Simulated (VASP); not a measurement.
Band structure of AuZn (CsCl type). Computed with PBE GGA, VASP's PBE PAW potentials (set 64) (plane waves; VASP).

Unless said otherwise, spin-orbit coupling is left out, though it shifts the bands of the heavy elements here.

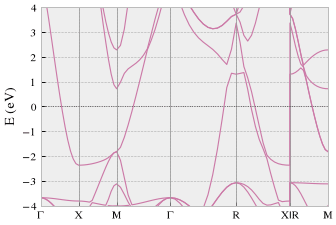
Fig. 1. Bands along high-symmetry lines, zero at the valence-band maximum or, without a gap, the Fermi level

**Question.** Read the plot: is there a gap, and where are the band edges?

**Answer.** It has no gap at this level: it comes out as a metal or semimetal. (Edges off the drawn lines would not show.)

The compound is AuZn in the CsCl type structure. It was relaxed first. The electron count is odd and the run is not spin-polarised, which forces a metal.
